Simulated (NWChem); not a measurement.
# UMP2/cc-pVDZ run of C2H2F (SMILES C=[C]F)

Aim: the vertical ionisation energy of C2H2F at UMP2/cc-pVDZ, from 2 runs. 

The calculation is run with NWChem 7.3.0.

7 further runs of the same task are left out: 7 set aside as unsound or not needed.

**1. Starting point**

The species is C2H2F (5 atoms), meant as a doublet with charge 0. SMILES: `C=[C]F`. Geometry: relaxed at PBE0-D4/def2-TZVP.

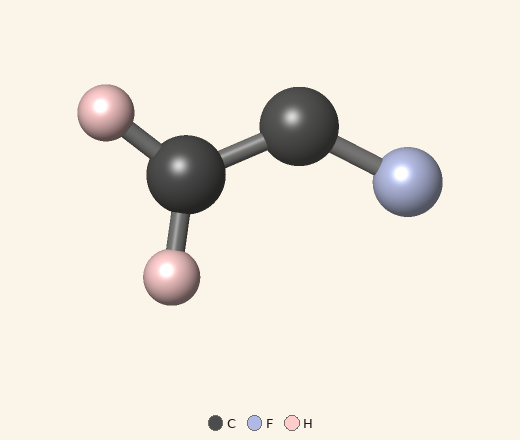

Viewed from a chosen angle; carbon dark grey, fluorine light blue, hydrogen pink.

**2. The energy at UMP2/cc-pVDZ**

File work.nw:

```
start work
memory 2200 mb

geometry units angstrom noautosym nocenter noautoz
   C     0.488200   -0.200400    0.008400
   C    -0.592700    0.393700    0.447100
   F    -1.725600    0.629500   -0.148900
   H     0.534700   -0.590400   -1.005400
   H     1.345200   -0.306200    0.657500
end

basis spherical bse
   * library cc-pVDZ
end

scf
   doublet
   uhf
   thresh 1e-08
   maxiter 80
   print low
end

mp2
   tight
end

task mp2
```

On the command line:

```
$ nwchem work.nw > work.out
```

Output:

```text
Northwest Computational Chemistry Package (NWChem) 7.3.0
             --------------------------------------------------------

           Job information
           ---------------

    nwchem branch   = 7.3.0
    use scalapack   = T
    input           = work.nw
    prefix          = work.
    data base       = ./work.db
    status          = startup
    nproc           =        1

           Memory information
           ------------------

    heap     =     72089596 doubles =      550.0 Mbytes
    stack    =     72089601 doubles =      550.0 Mbytes
    global   =    144179200 doubles =     1100.0 Mbytes (distinct from heap & stack)
    total    =    288358397 doubles =     2200.0 Mbytes
    verify   = yes
    hardfail = no

           Directory information
           ---------------------

  0 permanent = .
  0 scratch   = .

                                NWChem Input Module
                                -------------------

 Scaling coordinates for geometry "geometry" by  1.889725989
 (inverse scale =  0.529177249)

                             Geometry "geometry" -> ""
                             -------------------------

 Output coordinates in angstroms (scale by  1.889725989 to convert to a.u.)

  No.       Tag          Charge          X              Y              Z
 ---- ---------------- ---------- -------------- -------------- --------------
    1 C                    6.0000     0.48820000    -0.20040000     0.00840000
    2 C                    6.0000    -0.59270000     0.39370000     0.44710000
    3 F                    9.0000    -1.72560000     0.62950000    -0.14890000
    4 H                    1.0000     0.53470000    -0.59040000    -1.00540000
    5 H                    1.0000     1.34520000    -0.30620000     0.65750000

      Atomic Mass
      -----------

      C                 12.000000
      F                 18.998400
      H                  1.007825

 Effective nuclear repulsion energy (a.u.)      60.9611441547

            Nuclear Dipole moment (a.u.)
            ----------------------------
        X                 Y               Z
 ---------------- ---------------- ----------------
   -26.9805628020    11.2036184685     1.9747636581

            XYZ format geometry
            -------------------
     5
 geometry
 C                     0.48820000    -0.20040000     0.00840000
 C                    -0.59270000     0.39370000     0.44710000
 F                    -1.72560000     0.62950000    -0.14890000
 H                     0.53470000    -0.59040000    -1.00540000
 H                     1.34520000    -0.30620000     0.65750000

 ==============================================================================
                                internuclear distances
 ------------------------------------------------------------------------------
       center one      |      center two      | atomic units |  angstroms
 ------------------------------------------------------------------------------
    2 C                |   1 C                |     2.47385  |     1.30911
    3 F                |   2 C                |     2.45975  |     1.30165
    4 H                |   1 C                |     2.05455  |     1.08722
    5 H                |   1 C                |     2.04141  |     1.08027
 ------------------------------------------------------------------------------
                         number of included internuclear distances:          4
 ==============================================================================

 ==============================================================================
                                 internuclear angles
 ------------------------------------------------------------------------------
        center 1       |       center 2       |       center 3       |  degrees
 ------------------------------------------------------------------------------
    2 C                |   1 C                |   4 H                |   120.70
    2 C                |   1 C                |   5 H                |   119.88
    4 H                |   1 C                |   5 H                |   119.42
    1 C                |   2 C                |   3 F                |   130.35
 ------------------------------------------------------------------------------
                            number of included internuclear angles:          4
 ==============================================================================

 Summary of "ao basis" -> "" (spherical)
 ------------------------------------------------------------------------------
       Tag                 Description            Shells   Functions and Types
 ---------------- ------------------------------  ------  ---------------------
 *                          cc-pVDZ                   on all atoms

                      Basis "ao basis" -> "ao basis" (spherical)
                      -----
  [basis functions not shown]

 Summary of "ao basis" -> "ao basis" (spherical)
 ------------------------------------------------------------------------------
       Tag                 Description            Shells   Functions and Types
 ---------------- ------------------------------  ------  ---------------------
 C                          cc-pVDZ                  6       14   3s2p1d
 F                          cc-pVDZ                  6       14   3s2p1d
 H                          cc-pVDZ                  3        5   2s1p

                                 NWChem SCF Module
                                 -----------------

  ao basis        = "ao basis"
  functions       =    52
  atoms           =     5
  alpha electrons =    12
  beta  electrons =    11
  charge          =   0.00
  wavefunction    = UHF
  input vectors   = atomic
  output vectors  = ./work.movecs
  use symmetry    = F
  symmetry adapt  = F

 Forming initial guess at       0.0s

 Starting SCF solution at       0.2s

       Final UHF  results
       ------------------

         Total SCF energy =   -176.249935275939
      One electron energy =   -362.822896943259
      Two electron energy =    125.611817512628
 Nuclear repulsion energy =     60.961144154691

                       Sz =      0.5000
                 Sz(Sz+1) =      0.7500
                      S^2 =      0.9256

        Time for solution =      9.6s

                   NWChem MP2 Semi-direct Energy/Gradient Module
                   ---------------------------------------------

  Basis functions       =     52
  Molecular orbitals    =     52
  Frozen core           =      0
  Frozen virtuals       =      0
  Active alpha occupied =     12
  Active beta occupied  =     11
  Active alpha virtual  =     40
  Active beta virtual   =     41
  Use MO symmetry       = F
  Use skeleton AO sym   = F

  AO/Fock/Back tols     =   1.0D-11  1.0D-11  1.0D-11

 GA uses MA = F    GA memory limited = T

 Available:
  local mem=  1.26D+08
 global mem=  1.44D+08
 local disk=  0.00D+00
   1 passes of  12:        3145728                      17756                   2253588.
   1 passes of  12: M    126154115           G      144173792           F     123008387.

 Semi-direct pass number   1 of   1  for UHF alpha       at        9.8s
 Done moints_semi at       10.3s
 Done maket at       10.4s
 Done multipass loop at       10.4s

 GA uses MA = F    GA memory limited = T

 Available:
  local mem=  1.26D+08
 global mem=  1.44D+08
 local disk=  0.00D+00
   1 passes of  11:        3145728                      17016                   2117717.
   1 passes of  11: M    126154115           G      144173792           F     123008387.

 Semi-direct pass number   1 of   1  for UHF beta        at       10.4s
 Done moints_semi at       10.9s
 Done maket at       11.0s
 Done multipass loop at       11.0s

          -------------------------------------------
          SCF energy                -176.249935275939
          Correlation energy          -0.417412649077
          Singlet pairs                0.000000000000
          Triplet pairs                0.000000000000
          Total MP2 energy          -176.667347925016
          -------------------------------------------

          ---------------------------------------------------
                    Spin Component Scaled (SCS) MP2
          Same spin pairs                     -0.110266964497
          Same spin scaling factor             0.333333333333
          Opposite spin pairs                 -0.307145684579
          Opposite spin scaling fact.          1.200000000000
          SCS-MP2 correlation energy          -0.405330476328
          Total SCS-MP2 energy              -176.655265752267
          ---------------------------------------------------

 -----------------------
 Task  times  cpu:       10.9s     wall:       10.9s
 Total times  cpu:       11.0s     wall:       11.0s
```

Wall time 12 s (1 thread of AMD EPYC 7R13 (Zen 3), shared host); peak memory 0.12 GiB.

**3. The singlet cation**

File run.nw:

```
START run
TITLE "C2H2F"
memory stack 880 mb heap 220 mb global 1100 mb
charge 1

GEOMETRY noautosym nocenter noautoz
  C        0.488200      -0.200400       0.008400
  C       -0.592700       0.393700       0.447100
  F       -1.725600       0.629500      -0.148900
  H        0.534700      -0.590400      -1.005400
  H        1.345200      -0.306200       0.657500
END

BASIS "ao basis" spherical bse
  * library cc-pVDZ
END

SCF
  singlet
  rhf
  thresh 1e-08
  maxiter 80
  print low
END

MP2
  tight
END

TASK mp2 energy
```

On the command line:

```
$ nwchem run.nw > run.out
```

Output:

```text
Northwest Computational Chemistry Package (NWChem) 7.3.0
             --------------------------------------------------------

           Job information
           ---------------

    nwchem branch   = 7.3.0
    use scalapack   = T
    input           = run.nw
    prefix          = run.
    data base       = ./run.db
    status          = startup
    nproc           =        1

           Memory information
           ------------------

    heap     =     28835834 doubles =      220.0 Mbytes
    stack    =    115343359 doubles =      880.0 Mbytes
    global   =    144179200 doubles =     1100.0 Mbytes (distinct from heap & stack)
    total    =    288358393 doubles =     2200.0 Mbytes
    verify   = yes
    hardfail = no

           Directory information
           ---------------------

  0 permanent = .
  0 scratch   = .

                                NWChem Input Module
                                -------------------

                                       C2H2F
                                       -----

 Scaling coordinates for geometry "geometry" by  1.889725989
 (inverse scale =  0.529177249)

                             Geometry "geometry" -> ""
                             -------------------------

 Output coordinates in angstroms (scale by  1.889725989 to convert to a.u.)

  No.       Tag          Charge          X              Y              Z
 ---- ---------------- ---------- -------------- -------------- --------------
    1 C                    6.0000     0.48820000    -0.20040000     0.00840000
    2 C                    6.0000    -0.59270000     0.39370000     0.44710000
    3 F                    9.0000    -1.72560000     0.62950000    -0.14890000
    4 H                    1.0000     0.53470000    -0.59040000    -1.00540000
    5 H                    1.0000     1.34520000    -0.30620000     0.65750000

      Atomic Mass
      -----------

      C                 12.000000
      F                 18.998400
      H                  1.007825

 Effective nuclear repulsion energy (a.u.)      60.9611441547

            Nuclear Dipole moment (a.u.)
            ----------------------------
        X                 Y               Z
 ---------------- ---------------- ----------------
   -26.9805628020    11.2036184685     1.9747636581

            XYZ format geometry
            -------------------
     5
 geometry
 C                     0.48820000    -0.20040000     0.00840000
 C                    -0.59270000     0.39370000     0.44710000
 F                    -1.72560000     0.62950000    -0.14890000
 H                     0.53470000    -0.59040000    -1.00540000
 H                     1.34520000    -0.30620000     0.65750000

 ==============================================================================
                                internuclear distances
 ------------------------------------------------------------------------------
       center one      |      center two      | atomic units |  angstroms
 ------------------------------------------------------------------------------
    2 C                |   1 C                |     2.47385  |     1.30911
    3 F                |   2 C                |     2.45975  |     1.30165
    4 H                |   1 C                |     2.05455  |     1.08722
    5 H                |   1 C                |     2.04141  |     1.08027
 ------------------------------------------------------------------------------
                         number of included internuclear distances:          4
 ==============================================================================

 ==============================================================================
                                 internuclear angles
 ------------------------------------------------------------------------------
        center 1       |       center 2       |       center 3       |  degrees
 ------------------------------------------------------------------------------
    2 C                |   1 C                |   4 H                |   120.70
    2 C                |   1 C                |   5 H                |   119.88
    4 H                |   1 C                |   5 H                |   119.42
    1 C                |   2 C                |   3 F                |   130.35
 ------------------------------------------------------------------------------
                            number of included internuclear angles:          4
 ==============================================================================

 Summary of "ao basis" -> "" (spherical)
 ------------------------------------------------------------------------------
       Tag                 Description            Shells   Functions and Types
 ---------------- ------------------------------  ------  ---------------------
 *                          cc-pVDZ                   on all atoms

                      Basis "ao basis" -> "ao basis" (spherical)
                      -----
  [basis functions not shown]

 Summary of "ao basis" -> "ao basis" (spherical)
 ------------------------------------------------------------------------------
       Tag                 Description            Shells   Functions and Types
 ---------------- ------------------------------  ------  ---------------------
 C                          cc-pVDZ                  6       14   3s2p1d
 F                          cc-pVDZ                  6       14   3s2p1d
 H                          cc-pVDZ                  3        5   2s1p

                                 NWChem SCF Module
                                 -----------------

                                       C2H2F

  ao basis        = "ao basis"
  functions       =    52
  atoms           =     5
  closed shells   =    11
  open shells     =     0
  charge          =   1.00
  wavefunction    = RHF
  input vectors   = atomic
  output vectors  = ./run.movecs
  use symmetry    = F
  symmetry adapt  = F

 Forming initial guess at       0.0s

 Starting SCF solution at       0.2s

       Final RHF  results
       ------------------

         Total SCF energy =   -175.860603505432
      One-electron energy =   -355.247510129089
      Two-electron energy =    118.425762468967
 Nuclear repulsion energy =     60.961144154691

        Time for solution =      5.9s

                   NWChem MP2 Semi-direct Energy/Gradient Module
                   ---------------------------------------------

                                       C2H2F

  Basis functions       =     52
  Molecular orbitals    =     52
  Frozen core           =      0
  Frozen virtuals       =      0
  Active alpha occupied =     11
  Active beta occupied  =     11
  Active alpha virtual  =     41
  Active beta virtual   =     41
  Use MO symmetry       = F
  Use skeleton AO sym   = F

  AO/Fock/Back tols     =   1.0D-11  1.0D-11  1.0D-11

 GA uses MA = F    GA memory limited = T

 Available:
  local mem=  1.26D+08
 global mem=  1.44D+08
 local disk=  0.00D+00
   1 passes of  11:        3145728                      17016                   2117717.
   1 passes of  11: M    126154115           G      144173792           F     123008387.

 Semi-direct pass number   1 of   1  for RHF alpha+beta  at        6.1s
 Done moints_semi at        6.6s
 Done maket at        6.7s
 Done multipass loop at        6.7s

          -------------------------------------------
          SCF energy                -175.860603505432
          Correlation energy          -0.438492653375
          Singlet pairs               -0.271780917803
          Triplet pairs               -0.166711735572
          Total MP2 energy          -176.299096158806
          -------------------------------------------

          ---------------------------------------------------
                    Spin Component Scaled (SCS) MP2
          Same spin pairs                     -0.111141157048
          Same spin scaling factor             0.333333333333
          Opposite spin pairs                 -0.327351496327
          Opposite spin scaling fact.          1.200000000000
          SCS-MP2 correlation energy          -0.429868847942
          Total SCS-MP2 energy              -176.290472353373
          ---------------------------------------------------

 -----------------------
 Task  times  cpu:        6.6s     wall:        6.6s
 Total times  cpu:        6.7s     wall:        6.7s
```

Wall time 7.2 s (1 thread of AMD EPYC 7R13 (Zen 3), shared host); peak memory 0.12 GiB.

**4. Summary of results**

At UMP2/cc-pVDZ:

```
                                          quantity          value
                       doublet C2H2F: total energy  -176.66735 Eh
                 doublet C2H2F: correlation energy     -417.4 mEh
  doublet C2H2F: ⟨S²⟩ of the reference determinant          0.926
                      singlet cation: total energy  -176.29910 Eh
                singlet cation: correlation energy     -438.5 mEh
vertical ionisation energy (to the singlet cation)      10.021 eV
```

**Reading.** The vertical ionisation energy comes to 10.02 eV (231 kcal/mol). Only the singlet of the ionised species was computed; a triplet could lie lower. ⟨S²⟩ (doublet C2H2F) is 0.93 where a pure doublet has 0.75: the reference is spin-contaminated.
